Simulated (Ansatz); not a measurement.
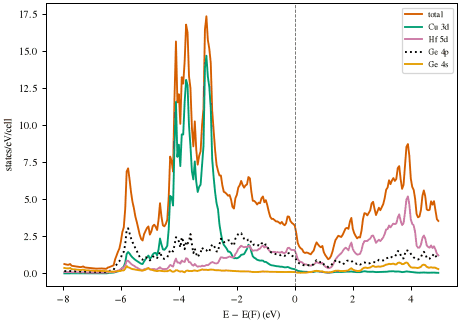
Figure. Total and projected density of states of HfCuGe2 in space group P4/nmm (No. 129; Hf on 2c, Cu on 2b, Ge on 2a, Ge on 2c), the program Ansatz at the r²SCAN level (PAW)

Which orbitals carry the states next to the Fermi level?

Within 0.5 eV of the Fermi level: Hf 5d 44 %, Ge 4p 36 %, Cu 3d 10 %. Projections are on Löwdin-orthogonalised atomic valence shells; empty p or d shells of many metals are not among them.

Where is the tallest occupied peak in this window, and what makes it?

Near -3.0 eV, about 17 states/eV per cell; the largest projected share is Cu 3d.

The workflow started from a Materials Project entry (that database holds measured and hypothetical structures alike); the Crystallography Open Database copy checked does not list it. Whether it is the stable phase at ambient conditions was not checked. The cell was relaxed with r²SCAN under the symmetry of its start; whether a distortion lowers the energy is not shown. No spin polarisation was allowed. Scalar-relativistic: spin–orbit coupling is off unless named, which matters more the heavier the elements.

Potentials: the later of the program's two PAW sets.
